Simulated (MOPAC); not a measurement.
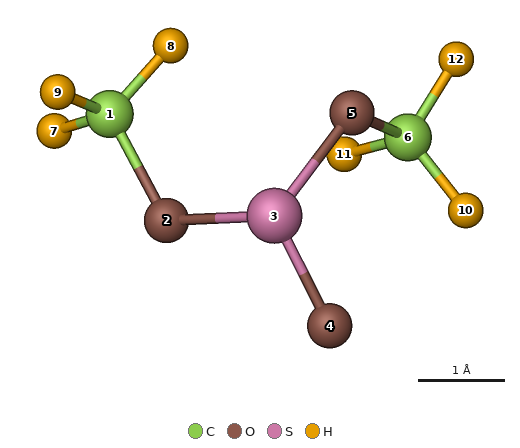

Figure 1. The structure (ball-and-stick view, seen at a tilt; atoms are numbered from 1 in the order of the input). Bond lengths as drawn: C–H 1.10 Å, C–O 1.43 Å and O–S 1.45 to 1.71 Å.

**Run report: C₂H₆O₃S, frequency calculation (part 1 of 3)**

C₂H₆O₃S (dimethyl sulfite), SMILES COS(=O)OC, computed with PM6, closed shell (MOPAC 23.2.5).

The geometry was optimised with PM6.

**Input file (job.mop)**
```
PM6 THERMO(298,398,100) FORCE THREADS=1 AUX(PRECISION=6)

COS(=O)OC
C     -1.145801 1    -1.317069 1     0.701198 1
O     -0.300387 1    -1.297778 1    -0.449186 1
S      1.302920 1    -0.777379 1    -0.140527 1
O      1.841310 1    -0.608664 1    -1.478422 1
O      0.921162 1     0.716646 1     0.516055 1
C      0.366285 1     1.724487 1    -0.337640 1
H     -2.142891 1    -1.517545 1     0.281327 1
H     -1.143250 1    -0.348973 1     1.217771 1
H     -0.853284 1    -2.129238 1     1.375061 1
H      1.048393 1     1.930075 1    -1.172303 1
H     -0.615185 1     1.405970 1    -0.707003 1
H      0.277273 1     2.602212 1     0.314445 1
```

Machine: 1 thread of Arm Neoverse N1, 16 GiB of memory available, shared host.

Command:
```bash
mopac job.mop
```

**Output**
```
MOPAC v23.2.5
PM6 CALCULATION RESULTS

 *  PM6        - The PM6 Hamiltonian to be used
 *  FORCE      - FORCE CALCULATION SPECIFIED
 *  THREADS=1  - MULTI-THREADING NOT USED
 *  AUX        - OUTPUT AUXILIARY INFORMATION
 *  THERMO     - THERMODYNAMIC QUANTITIES TO BE CALCULATED
PM6 THERMO(298,398,100) FORCE THREADS=1 AUX(PRECISION=6)

 COS(=O)OC
   ATOM   CHEMICAL          X               Y               Z
  NUMBER   SYMBOL      (ANGSTROMS)     (ANGSTROMS)     (ANGSTROMS)

     1       C         -1.14580100  *  -1.31706900  *   0.70119800  *
     2       O         -0.30038700  *  -1.29777800  *  -0.44918600  *
     3       S          1.30292000  *  -0.77737900  *  -0.14052700  *
     4       O          1.84131000  *  -0.60866400  *  -1.47842200  *
     5       O          0.92116200  *   0.71664600  *   0.51605500  *
     6       C          0.36628500  *   1.72448700  *  -0.33764000  *
     7       H         -2.14289100  *  -1.51754500  *   0.28132700  *
     8       H         -1.14325000  *  -0.34897300  *   1.21777100  *
     9       H         -0.85328400  *  -2.12923800  *   1.37506100  *
    10       H          1.04839300  *   1.93007500  *  -1.17230300  *
    11       H         -0.61518500  *   1.40597000  *  -0.70700300  *
    12       H          0.27727300  *   2.60221200  *   0.31444500  *

          CARTESIAN COORDINATES

    NO.       ATOM           X           Y           Z

     1         C         -1.1458     -1.3171      0.7012
     2         O         -0.3004     -1.2978     -0.4492
     3         S          1.3029     -0.7774     -0.1405
     4         O          1.8413     -0.6087     -1.4784
     5         O          0.9212      0.7166      0.5161
     6         C          0.3663      1.7245     -0.3376
     7         H         -2.1429     -1.5175      0.2813
     8         H         -1.1433     -0.3490      1.2178
     9         H         -0.8533     -2.1292      1.3751
    10         H          1.0484      1.9301     -1.1723
    11         H         -0.6152      1.4060     -0.7070
    12         H          0.2773      2.6022      0.3144

           Empirical Formula: C2 H6 O3 S  =    12 atoms

      MOLECULAR POINT GROUP   :   C1

      RHF CALCULATION, NO. OF DOUBLY OCCUPIED LEVELS = 19

          HEAT OF FORMATION =    -120.644140 KCALS/MOLE

          CARTESIAN COORDINATE DERIVATIVES

   NUMBER  ATOM         X            Y            Z

     1       C      0.000846     0.000530     0.001731
     2       O      0.000184     0.000781     0.000195
     3       S      0.002152    -0.001143    -0.001796
     4       O     -0.002957     0.000993     0.000658
     5       O      0.000095    -0.000733     0.002048
     6       C     -0.000603    -0.000085    -0.000024
     7       H     -0.000549    -0.000947     0.000261
     8       H     -0.000418     0.001095    -0.001712
     9       H      0.000261    -0.000700    -0.000505
    10       H      0.001925     0.000379    -0.000612
    11       H     -0.000774     0.000047     0.000221
    12       H     -0.000164    -0.000216    -0.000466

 DIPOLE           X         Y         Z       TOTAL
 POINT-CHG.    -3.754     1.509     0.740     4.113
 HYBRID         0.213    -0.605    -0.666     0.925
 SUM           -3.541     0.904     0.074     3.655

          GRADIENT NORM =   0.00638

          MOLECULAR WEIGHT =  110.13

          ROTATIONAL CONSTANTS IN CM(-1)

          A =    0.12372129   B =    0.09667666   C =    0.06617762

           PRINCIPAL MOMENTS OF INERTIA IN UNITS OF 10**(-40)*GRAM-CM**2

          A =      226.2565   B =      289.5503   C =      422.9942

          ORIENTATION OF MOLECULE IN FORCE CALCULATION

    NO.       ATOM         X         Y         Z

     1          C      -1.7807   -1.1568    0.6111
     2          O      -0.3530   -1.1568    0.6111
     3          S       0.3547    0.4039    0.6111
     4          O       1.7538    0.1142    0.3522
     5          O      -0.3802    0.9730   -0.7835
     6          C      -0.0073    0.4011   -2.0430
     7          H      -2.0356   -2.2155    0.4529
     8          H      -2.1824   -0.5471   -0.2080
     9          H      -2.1615   -0.8212    1.5816
    10          H       1.0719    0.5159   -2.2054
    11          H      -0.2951   -0.6559   -2.0762
    12          H      -0.5735    0.9880   -2.7767

    FIRST DERIVATIVES WILL BE USED IN THE CALCULATION OF SECOND DERIVATIVES

          ESTIMATED TIME TO COMPLETE CALCULATION =        0.56 SECONDS

    FOR POINT-GROUP C1   THERE ARE   1 UNIQUE SYMMETRY FUNCTIONS.

 STEP:   1 TIME =     0.01 SECS, INTEGRAL =      0.01 TIME LEFT: 172799.98
 STEP:   2 TIME =     0.02 SECS, INTEGRAL =      0.02 TIME LEFT: 172799.97
 STEP:   3 TIME =     0.01 SECS, INTEGRAL =      0.03 TIME LEFT: 172799.96
 STEP:   4 TIME =     0.01 SECS, INTEGRAL =      0.04 TIME LEFT: 172799.95
 STEP:   5 TIME =     0.01 SECS, INTEGRAL =      0.05 TIME LEFT: 172799.95
 STEP:   6 TIME =     0.01 SECS, INTEGRAL =      0.05 TIME LEFT: 172799.94
 STEP:   7 TIME =     0.02 SECS, INTEGRAL =      0.07 TIME LEFT: 172799.92
 STEP:   8 TIME =     0.02 SECS, INTEGRAL =      0.09 TIME LEFT: 172799.91
 STEP:   9 TIME =     0.01 SECS, INTEGRAL =      0.09 TIME LEFT: 172799.90
 STEP:  10 TIME =     0.01 SECS, INTEGRAL =      0.10 TIME LEFT: 172799.89
 STEP:  11 TIME =     0.02 SECS, INTEGRAL =      0.12 TIME LEFT: 172799.88
 STEP:  12 TIME =     0.01 SECS, INTEGRAL =      0.12 TIME LEFT: 172799.87
 STEP:  13 TIME =     0.01 SECS, INTEGRAL =      0.13 TIME LEFT: 172799.86
 STEP:  14 TIME =     0.02 SECS, INTEGRAL =      0.15 TIME LEFT: 172799.84
 STEP:  15 TIME =     0.01 SECS, INTEGRAL =      0.16 TIME LEFT: 172799.84
 STEP:  16 TIME =     0.01 SECS, INTEGRAL =      0.16 TIME LEFT: 172799.83
 STEP:  17 TIME =     0.01 SECS, INTEGRAL =      0.17 TIME LEFT: 172799.82
 STEP:  18 TIME =     0.01 SECS, INTEGRAL =      0.18 TIME LEFT: 172799.81
 STEP:  19 TIME =     0.01 SECS, INTEGRAL =      0.19 TIME LEFT: 172799.80
 STEP:  20 TIME =     0.01 SECS, INTEGRAL =      0.20 TIME LEFT: 172799.80
 STEP:  21 TIME =     0.01 SECS, INTEGRAL =      0.20 TIME LEFT: 172799.79
 STEP:  22 TIME =     0.02 SECS, INTEGRAL =      0.22 TIME LEFT: 172799.77
 STEP:  23 TIME =     0.01 SECS, INTEGRAL =      0.23 TIME LEFT: 172799.77
 STEP:  24 TIME =     0.02 SECS, INTEGRAL =      0.24 TIME LEFT: 172799.75
 STEP:  25 TIME =     0.01 SECS, INTEGRAL =      0.25 TIME LEFT: 172799.74
 STEP:  26 TIME =     0.02 SECS, INTEGRAL =      0.27 TIME LEFT: 172799.73
 STEP:  27 TIME =     0.01 SECS, INTEGRAL =      0.27 TIME LEFT: 172799.72
 STEP:  28 TIME =     0.02 SECS, INTEGRAL =      0.29 TIME LEFT: 172799.70
 STEP:  29 TIME =     0.01 SECS, INTEGRAL =      0.30 TIME LEFT: 172799.70
 STEP:  30 TIME =     0.02 SECS, INTEGRAL =      0.31 TIME LEFT: 172799.68
 STEP:  31 TIME =     0.01 SECS, INTEGRAL =      0.32 TIME LEFT: 172799.67
 STEP:  32 TIME =     0.01 SECS, INTEGRAL =      0.33 TIME LEFT: 172799.66
 STEP:  33 TIME =     0.01 SECS, INTEGRAL =      0.34 TIME LEFT: 172799.66
 STEP:  34 TIME =     0.01 SECS, INTEGRAL =      0.34 TIME LEFT: 172799.65
 STEP:  35 TIME =     0.01 SECS, INTEGRAL =      0.35 TIME LEFT: 172799.64
 STEP:  36 TIME =     0.01 SECS, INTEGRAL =      0.36 TIME LEFT: 172799.63

(To convert to Hartree/Bohr^2, multiply by (10^(-21) x N x a0^2)/(4.184 x 627.51) =  0.0642)

           FORCE MATRIX IN MILLIDYNES/ANGSTROM

                  C  1       O  2       S  3       O  4       O  5       C  6
 ------------------------------------------------------------------------------
     C    1  11.033027
     O    2   4.211779   7.410408
     S    3   0.685590   2.664426   9.699764
     O    4   0.129756   0.617808   7.155750   7.788423
     O    5   0.102107   0.493486   2.360947   0.564621   7.138065
     C    6   0.024285   0.082053   0.874571   0.084539   4.000174  10.970783
     H    7   3.408563   0.782326   0.061385   0.034595   0.019346   0.004790
     H    8   3.391279   0.718091   0.113073   0.016120   0.036483   0.012704
     H    9   3.410606   0.730156   0.087094   0.016425   0.011348   0.002163
     H   10   0.002784   0.012400   0.089153   0.042874   0.729033   3.413462
     H   11   0.009457   0.035512   0.084392   0.016831   0.728520   3.418736
     H   12   0.005830   0.024379   0.126027   0.035250   0.752345   3.435148

                  H  7       H  8       H  9       H 10       H 11       H 12
 ------------------------------------------------------------------------------
     H    7   4.192377
     H    8   0.426016   4.139600
     H    9   0.431475   0.430535   4.167307
     H   10   0.001158   0.001624   0.000688   4.150159
     H   11   0.003952   0.009863   0.001205   0.431172   4.160639
     H   12   0.001512   0.004177   0.000889   0.425472   0.424230   4.206415

          HEAT OF FORMATION =    -120.644140 KCALS/MOLE

          ZERO POINT ENERGY      49.592 KCAL/MOL

           NORMAL COORDINATE ANALYSIS (Total motion = 1 Angstrom)

   Root No.       1         2         3         4         5         6         7         8

                 1 A       2 A       3 A       4 A       5 A       6 A       7 A       8 A

                  59.4      82.2     103.3     120.1     177.5     205.8     294.7     360.1

           1   -0.0045   -0.0033   -0.0061    0.0054    0.0101    0.0009   -0.0475    0.0828
           2   -0.0017   -0.0098    0.0073   -0.0050   -0.0526   -0.0694   -0.0202    0.0791
           3   -0.0358    0.0786    0.0226   -0.0094    0.0171    0.0064    0.0104   -0.0088
           4   -0.0045   -0.0031   -0.0058    0.0048    0.0065   -0.0043   -0.0425    0.0840
           5    0.0070   -0.0138   -0.0048   -0.0044    0.0130    0.0263   -0.0566   -0.0700
           6    0.0975   -0.0226   -0.0076   -0.0133    0.0632   -0.0023    0.0772    0.0304
           7    0.0067   -0.0171   -0.0025    0.0003   -0.0043   -0.0114   -0.0170   -0.0524
           8   -0.0034   -0.0076   -0.0056   -0.0012    0.0162    0.0284   -0.0618   -0.0085
           9    0.0011   -0.0093   -0.0034    0.0006   -0.0245    0.0060    0.0083   -0.0015
          10   -0.0058   -0.0121   -0.0021    0.0029   -0.0042   -0.0370    0.0076   -0.0592
          11   -0.0102    0.0071   -0.0063   -0.0014   -0.0610   -0.0536    0.1309   -0.0361
          12   -0.0637   -0.0047    0.0003    0.0158    0.0663   -0.0654   -0.0574   -0.0060
          13   -0.0413   -0.0009   -0.0039    0.0117    0.0355    0.0286    0.1317    0.0035
          14   -0.0350   -0.0037   -0.0057    0.0146    0.0181    0.0722    0.0680    0.0463
          15    0.0077   -0.0159   -0.0025    0.0040   -0.0319    0.0032   -0.0172   -0.0155
          16    0.0410    0.0542    0.0232   -0.0250   -0.0376    0.0353   -0.0118    0.0012
          17    0.0461    0.0352    0.0210   -0.0013    0.0512   -0.0288    0.0009   -0.0033
          18   -0.0041   -0.0173   -0.0065    0.0006   -0.0652    0.0467   -0.0275    0.0037
          19    0.0170   -0.0167   -0.0172    0.0099    0.0622    0.0749   -0.0698   -0.0567
          20   -0.0152   -0.0133   -0.0015   -0.0428   -0.0584   -0.0907   -0.0102    0.1195
          21    0.0213    0.1226    0.0994    0.2348   -0.0322    0.0214   -0.0212   -0.0358
          22    0.0665   -0.0532   -0.0116    0.0184    0.0018   -0.0427    0.0029    0.1668
          23   -0.0652   -0.0307   -0.0452   -0.1933   -0.0385   -0.1074    0.0062    0.1389
          24   -0.1182    0.0875   -0.0139   -0.1556    0.0331    0.0012    0.0063   -0.0103
          25   -0.0940    0.0604    0.0107   -0.0121   -0.0291   -0.0198   -0.0795    0.0945
          26    0.0719    0.0153    0.0770    0.2207   -0.1099   -0.0847   -0.0287    0.1088
          27   -0.0964    0.0947    0.0048   -0.0949    0.0220    0.0035    0.0013   -0.0128
          28    0.0529    0.0764   -0.0109   -0.0195   -0.0479    0.0365   -0.0279    0.0029
          29    0.0460   -0.0477    0.2382   -0.0610    0.0559   -0.0321   -0.0142   -0.0118
          30    0.0706    0.0694   -0.0759   -0.0047   -0.1226    0.0454   -0.1438    0.0047
          31    0.0348   -0.0333    0.2383   -0.0839   -0.0417    0.0492   -0.0292    0.0032
          32    0.0510    0.0615   -0.0396    0.0150    0.0536   -0.0359    0.0047   -0.0051
          33   -0.0893   -0.0907    0.0439   -0.0018   -0.0817    0.1328    0.0433    0.0419
          34    0.0934    0.1596   -0.1451    0.0046   -0.0795    0.0336   -0.0854    0.0063
          35    0.0971    0.1202   -0.1198    0.0333    0.0741   -0.0966   -0.0213   -0.0328
          36   -0.0040   -0.0306    0.0108    0.0052   -0.0162   -0.0042    0.0101   -0.0228

   Root No.       9        10        11        12        13        14        15        16

                 9 A      10 A      11 A      12 A      13 A      14 A      15 A      16 A

                 436.2     624.4     680.7    1075.9    1079.6    1082.4    1086.4    1098.0

           1    0.0209   -0.0247    0.0489    0.0035   -0.0098   -0.0051   -0.0567    0.0217
           2    0.0103   -0.0118    0.0318   -0.0120   -0.0166   -0.0040    0.0022    0.0628
           3   -0.0048   -0.0047   -0.0023   -0.0346   -0.0330   -0.0063   -0.0128   -0.0274
           4    0.0169   -0.0219    0.0297   -0.0023    0.0083    0.0044    0.0483   -0.0229
           5    0.0348   -0.1075    0.1569    0.0073    0.0094    0.0005    0.0012   -0.0393
           6   -0.0423    0.0036    0.0040    0.0133    0.0129    0.0028    0.0059    0.0114
           7   -0.0209   -0.0115   -0.0553    0.0110   -0.0041   -0.0023   -0.0839    0.0002
           8    0.0279    0.0899   -0.0772   -0.0032    0.0002   -0.0005    0.0155    0.0049
           9    0.0860   -0.0889   -0.0677   -0.0012    0.0015    0.0022    0.0130    0.0013
          10   -0.0547   -0.0169   -0.0199   -0.0238    0.0087    0.0096    0.1669    0.0023
          11   -0.0146    0.0034    0.0134    0.0046   -0.0016   -0.0027   -0.0330   -0.0008
          12   -0.0604   -0.0051    0.0088    0.0038   -0.0017   -0.0007   -0.0279   -0.0006
          13    0.0822    0.0885    0.0535   -0.0080    0.0102   -0.0150   -0.0156   -0.0025
          14   -0.0959   -0.0854   -0.0424   -0.0115    0.0112    0.0033    0.0022    0.0066
          15    0.0035    0.1203    0.0688    0.0047   -0.0001   -0.0597    0.0340    0.0036
          16   -0.0168    0.0072   -0.0001    0.0214   -0.0252    0.0335    0.0304    0.0020
          17    0.0049    0.0073    0.0044    0.0269   -0.0259   -0.0122    0.0075   -0.0098
          18   -0.0724    0.0676    0.0602   -0.0082    0.0012    0.0774   -0.0450   -0.0059
          19    0.0412   -0.1628    0.2282   -0.0849   -0.1153   -0.0304   -0.0236    0.3183
          20    0.0036    0.0260   -0.0175    0.0014    0.0058    0.0022   -0.0036   -0.0578
          21    0.0038   -0.0084   -0.0007    0.0751    0.0708    0.0129    0.0260    0.0698
          22   -0.0034    0.0205   -0.0424   -0.1073   -0.0932   -0.0168   -0.0835   -0.2812
          23   -0.0044    0.0274   -0.0239    0.0282    0.0345    0.0064    0.0039   -0.1067
          24   -0.0048    0.0046    0.0029    0.0613    0.0571    0.0097    0.0156    0.0266
          25    0.0300   -0.0018    0.0190    0.1927    0.1908    0.0390    0.0271    0.0375
          26    0.0055    0.0223   -0.0245    0.0261    0.0321    0.0064   -0.0000   -0.1234
          27   -0.0003   -0.0067    0.0074    0.0443    0.0451    0.0102    0.0191    0.0494
          28   -0.0334   -0.0018   -0.0031    0.0077   -0.0060   -0.0224    0.0182   -0.0001
          29    0.0138    0.0120    0.0125   -0.0983    0.1051   -0.0088   -0.1095    0.0180
          30   -0.1547    0.0061    0.0270   -0.1086    0.1334   -0.2164   -0.1116    0.0016
          31   -0.0286   -0.0115   -0.0020   -0.0787    0.0852   -0.0700   -0.0620    0.0062
          32    0.0134    0.0122    0.0061    0.0336   -0.0360    0.0239    0.0185   -0.0058
          33   -0.1476    0.0097    0.0229    0.1661   -0.1579   -0.1201    0.1402   -0.0379
          34   -0.0967   -0.0576   -0.0273   -0.0360    0.0535   -0.1478   -0.0618   -0.0022
          35    0.1017    0.1006    0.0409   -0.0724    0.0559    0.1637   -0.0454    0.0189
          36    0.0620    0.1885    0.1086   -0.0366    0.0047    0.3002   -0.0042    0.0180

   Root No.      17        18        19        20        21        22        23        24

                17 A      18 A      19 A      20 A      21 A      22 A      23 A      24 A

                1121.5    1147.2    1243.2    1247.4    1249.7    1250.7    1334.3    1339.6
```
